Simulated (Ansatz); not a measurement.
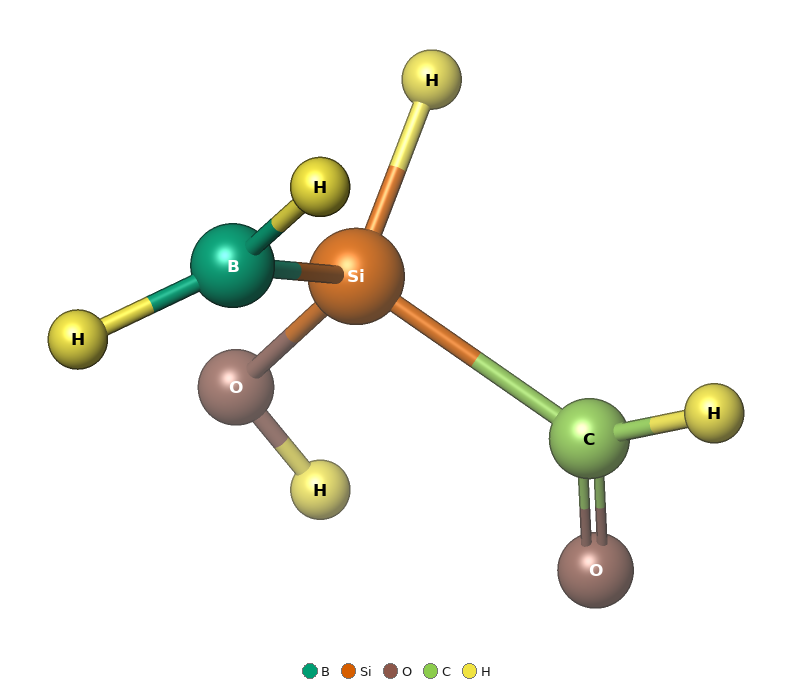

Depth is shown by fading: the farther an atom, the more it takes the colour of the background. Computed geometry: PBE-D4/def2-SVP optimisation. No frequency run is at hand to confirm it as a minimum.

> Which symmetry elements does this geometry have?

It has no symmetry element but the identity, so the point group is C1. The group has 1 operation. The geometry is chiral, and symmetry allows a dipole moment.
